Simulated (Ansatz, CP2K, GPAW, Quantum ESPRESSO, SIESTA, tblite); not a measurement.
**Twisted graphene monolayer on bilayer, 77.90° (186 atoms): other programs against plane waves**

Aim: forces of twisted graphene monolayer on bilayer, 77.90° (186 atoms) at one geometry, from other programs and methods, against plane-wave PBE.

Results are calculated, not measured.

### 1. The structure

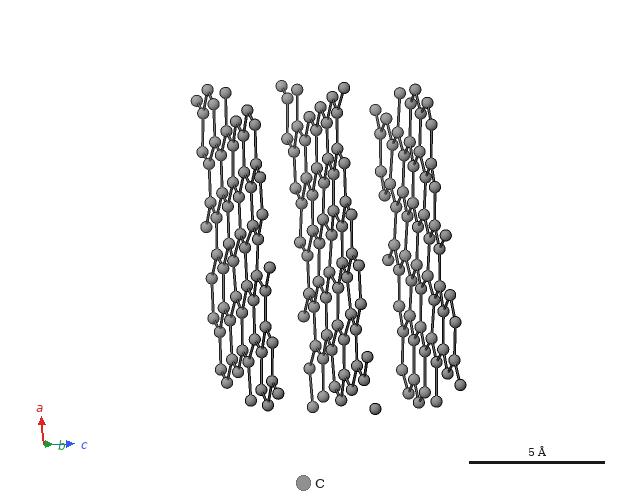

The cell (carbon grey). Bonds to atoms that aren't drawn are left out. Some periodic images of atoms are drawn too.

The cell holds 186 atoms (186 C), with edges of 13.70, 13.70 and 20.69 Å. Recipe: graphene (a = 2.46 Å) under graphene (a = 2.46 Å), monolayer on bilayer, commensurate cell of 31 unit cells a layer, twist 77.90 deg; facing planes 3.32, 3.37 Å apart as built; 14 Å of vacuum; minimised with a classical potential. Then every atom was moved at random, 0.03 Å r.m.s. a Cartesian component.

### 2. The reference input

Quantum ESPRESSO 7.5: Kohn-Sham DFT, PBE, SSSP efficiency 1.3.0 pseudopotentials, plane waves. Its input, pw.in:

```
&control
  calculation = 'scf'
  pseudo_dir = './pseudo'
  outdir = './tmp'
  disk_io = 'none'
  tprnfor = .true.
/
&system
  ibrav = 0
  nat = 186
  ntyp = 1
  ecutwfc = 45
  ecutrho = 360
  nosym = .true.
  occupations = 'smearing'
  smearing = 'fd'
  degauss = 0.003675
/
&electrons
  conv_thr = 9.3e-07
  electron_maxstep = 100
  mixing_beta = 0.2
  mixing_mode = 'local-TF'
  diagonalization = 'david'
/
ATOMIC_SPECIES
C 12.011 C.upf
CELL_PARAMETERS angstrom
13.69670 0.00000 0.00000
-6.84835 11.86169 0.00000
0.00000 0.00000 20.69000
ATOMIC_POSITIONS crystal
C 0.07488 0.11548 0.33685
C 0.11515 0.04254 0.33622
C 0.10925 0.31455 0.33624
C 0.14746 0.23555 0.33634
[... 180 atom lines left out ...]
C 0.08490 0.23963 0.66319
C 0.04112 0.11984 0.66441
K_POINTS gamma
```

```console
$ OMP_NUM_THREADS=1 mpirun -np 4 pw.x -in pw.in > output.txt
```

Elapsed: 18 min, on 4 MPI ranks of Arm Neoverse V1, shared host; peak memory 14 GiB.

It converged with an r.m.s. force component of 1.9 eV/Å.

### 3. What was run beside it

- CP2K 2026.2: Gaussian basis with GTH pseudopotentials and a plane-wave density; labels give functional, basis (MOLOPT sets; SR short-range, UZH the newer set with its own potentials), grid cutoff/relative cutoff and solver (OT: orbital transformation; TRS4, TC2, SIGN: linear-scaling purification with its sparsity filter), or its built-in tight binding.
- GPAW 26.7.0: PAW with atomic orbitals (LCAO), plane waves or a real-space grid of spacing h.
- SIESTA 5.4.2: numerical atomic orbitals, whose automatically made sets are far from complete, with PseudoDojo norm-conserving potentials that we converted to its format (checked against plane waves on the same files for H, C, O, Si, Ge and Ca alone); labels give functional, basis size, energy shift and mesh cutoff.
- tblite 0.8.0: extended tight binding, driven from Python.

All use the same cell and atoms, and the electronic-structure runs the same k-mesh.

### 4. All runs compared

Differences are against the reference: forces as r.m.s. over components, share as that over the reference's r.m.s. force, slope as the fitted ratio of a run's forces to the reference's.

| run | Δ force, r.m.s. (meV/Å) | share (%) | slope | cores | CPU time | memory (GiB) |
| --- | --- | --- | --- | --- | --- | --- |
| reference | - | - | - | 4 | 72 min | 14 |
| CP2K GFN1-xTB, diagonalisation | 120 | 6.45 | 0.958 | 2 | 12 s | 0.3 |
| CP2K PBE, DZVP-MOLOPT-SR, 450/50 Ry, diagonalisation | 31.5 | 1.69 | 1.014 | 4 | 13 min | 8.8 |
| CP2K PBE, SZV-MOLOPT-SR, 450/50 Ry, diagonalisation (coarse) | 487 | 26.1 | 1.258 | 2 | 5.4 min | 6.6 |
| CP2K PBE, TZVP-MOLOPT, 450/50 Ry, diagonalisation | 12.6 | 0.678 | 1.004 | 4 | 1.9 h | 10.0 |
| CP2K PBE, TZVP-UZH, 450/50 Ry, diagonalisation | 26.2 | 1.40 | 1.012 | 4 | 20 min | 9.7 |
| GPAW PBE, LCAO dzp, h 0.2 Å | 128 | 6.88 | 1.058 | 4 | 9.2 min | 4.0 |
| GPAW PBE, LCAO dzp, h 0.2 Å, other mixer settings | 130 | 6.96 | 1.059 | 4 | 12 min | 4.0 |
| GPAW PBE, LCAO sz(dzp), h 0.2 Å (coarse) | 574 | 30.8 | 1.255 | 1 | 69 s | 1.4 |
| GPAW PBE, LCAO szp(dzp), h 0.2 Å (coarse) | 241 | 12.9 | 1.061 | 2 | 3.4 min | 2.0 |
| SIESTA PBE, DZ, shift 0.01 Ry, mesh 300 Ry (coarse) | 298 | 15.9 | 1.150 | 2 | 2.6 min | 1.3 |
| SIESTA PBE, DZP, shift 0.01 Ry, mesh 300 Ry | 229 | 12.3 | 1.107 | 4 | 8.5 min | 2.5 |
| SIESTA PBE, SZ, shift 0.01 Ry, mesh 300 Ry (coarse) | 721 | 38.6 | 1.329 | 1 | 85 s | 0.9 |
| tblite GFN1-xTB | 121 | 6.46 | 0.958 | 1 | 5.7 s | 0.2 |
| tblite GFN2-xTB | 135 | 7.25 | 0.948 | 1 | 13 s | 0.2 |

Rows marked coarse were listed beforehand as settings not expected to be converged; some can still land near the reference.

CPU time is summed over cores on shared hosts, so it is rough.

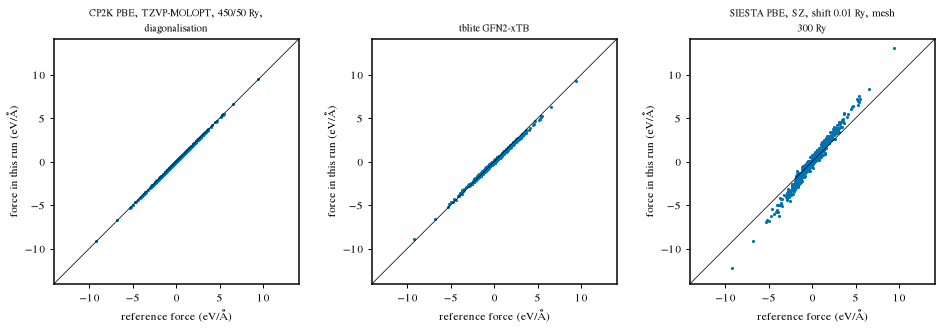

Force components against those of the reference; the line marks equality.

### 5. Findings

Forces lie from 0.68 % (CP2K PBE, TZVP-MOLOPT, 450/50 Ry, diagonalisation) to 39 % (SIESTA PBE, SZ, shift 0.01 Ry, mesh 300 Ry, coarse) of the reference's r.m.s. force of 1.9 eV/Å away from it. The PBE runs in local orbitals, coarse settings apart, differ by 0.68 % (CP2K PBE, TZVP-MOLOPT, 450/50 Ry, diagonalisation) to 12 % (SIESTA PBE, DZP, shift 0.01 Ry, mesh 300 Ry); basis, grid and potentials can all enter. Tight binding differs by 6.4 % (CP2K GFN1-xTB, diagonalisation) to 7.3 % (tblite GFN2-xTB); it is another model, with fitted parameters of its own, and the xTB methods hold dispersion. Runs with settings chosen to be coarse differ by 13 % (GPAW PBE, LCAO szp(dzp), h 0.2 Å) to 39 % (SIESTA PBE, SZ, shift 0.01 Ry, mesh 300 Ry), their programs' other errors included.

SIESTA PBE, SZ, shift 0.01 Ry, mesh 300 Ry stiffens the forces by a factor of 1.33 while following their directions (correlation 0.988); the slopes of the 3 SIESTA runs lie between 1.11 and 1.33.

**Limits.** The reference's PBE has no dispersion term, which matters for the binding between molecules or layers. One k-point is far too coarse for the carbon or group-IV sheet, and it can put spurious forces of up to about 1 eV/Å on the sheet's atoms. The electronic-structure runs sample only Γ, in a cell whose shortest periodic width is 12 Å. The slab repeats along its normal with no dipole correction. Where levels are smeared, the DFT runs use Fermi–Dirac occupations at 580 K (0.05 eV), and energies are free energies. The atoms were displaced at random, and shares hang on the size of the forces that this gives. The reference's cutoffs and mesh weren't converged further here.

[Logs are printed without paths, hosts, clocks, repeated set-up lines and the standing remarks that a program may print on its own settings, such as how far it seeks lower states.]

[Hosts, paths, dates, database ids (printed as entryN), source tags and the programs' standing remarks are cut or masked in the printed files.]

[Cells were taken only where this reference lay near another plane-wave run.]
